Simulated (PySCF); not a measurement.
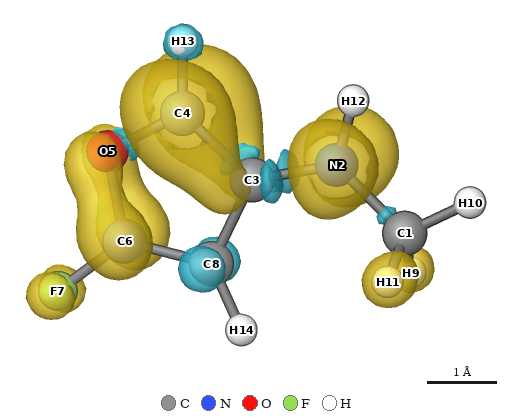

Figure 1: C₅H₆FNO (SMILES C[NH+]c1coc(F)c1) (charge +1, doublet). Isosurfaces of the spin density (α minus β) at +0.02 (yellow) and −0.02 e/Å³ (cyan), seen at a tilt.

Geometry: GFN2-xTB.

Method: UKS B3LYP, pcH-1 on C F H N O, non-relativistic, mean-field spin-orbit, GIAO in PySCF.

```yaml
atoms:
  - { symbol: C, position_ang: [2.0607, -0.5477, 0.3009] }
  - { symbol: N, position_ang: [1.1715, 0.4433, -0.2065] }
  - { symbol: C, position_ang: [-0.1572, 0.3458, -0.1797] }
  - { symbol: C, position_ang: [-1.0761, 1.3056, -0.6824] }
  - { symbol: O, position_ang: [-2.3080, 0.8941, -0.4937] }
  - { symbol: C, position_ang: [-2.2428, -0.3138, 0.1205] }
  - { symbol: F, position_ang: [-3.3725, -0.8839, 0.3954] }
  - { symbol: C, position_ang: [-0.9637, -0.7124, 0.3423] }
  - { symbol: H, position_ang: [1.8100, -1.5351, -0.0964] }
  - { symbol: H, position_ang: [3.0856, -0.2991, 0.0374] }
  - { symbol: H, position_ang: [1.9866, -0.6168, 1.3926] }
  - { symbol: H, position_ang: [1.5744, 1.2874, -0.5981] }
  - { symbol: H, position_ang: [-0.9189, 2.2536, -1.1664] }
  - { symbol: H, position_ang: [-0.6502, -1.6214, 0.8121] }
```

Question: Where is the unpaired spin?

Answer: The unpaired spin (1 electron) lies mostly on C4 (about 0.4), N2 (about 0.3), C6 (about 0.1), C3 (about 0.1) and O5 (about 0.1), in electrons by Hirshfeld's partition.
